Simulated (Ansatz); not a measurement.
# Predicting a hybrid from its neighbours: C3H8O (1-propanol)

The species is C3H8O (12 atoms), meant as a singlet with charge 0. As SMILES, `CCCO`. The coordinates come from a PBE0-D4/def2-TZVP relaxation. This is one conformer, not always the lowest.

The vertical ionisation energy (to the doublet cation) y, in eV, basis cc-pVDZ; a is the functional's share of exact exchange. Programs: Ansatz 0.2.0.

```
functional  program     a  y (eV)
       PBE   Ansatz     0    9.66
    r2SCAN   Ansatz     0    9.85
     B3LYP   Ansatz   0.2       ?
   r2SCAN0   Ansatz  0.25   10.12
      PBE0   Ansatz  0.25   10.04
     BHLYP   Ansatz   0.5   10.18
```

Question: Fit y = c + s·a to the known rows and predict B3LYP.

Answer: 
1. Means of the 5 rows: a = 0.2000, y = 9.970.
2. Σ(Δa)² = 0.175, Σ(Δa·Δy) = 0.16, so the slope is 0.16/0.175 = 0.91429.
3. Intercept: 9.970 − (0.91429) × 0.2000 = 9.787. The largest residual of the fit is 0.13.
4. B3LYP: 9.787 + (0.91429) × 0.2 = 9.97 eV.

The run gave 10.03 eV, so the prediction is off by -0.06 eV, within the scatter of the fit. The rows mix families of semi-local functionals, which the line can't see.

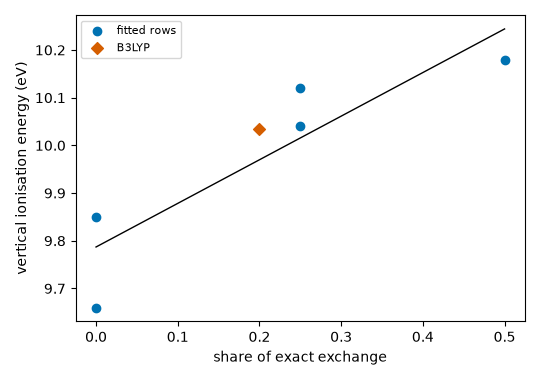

The fitted line, with the withheld row.
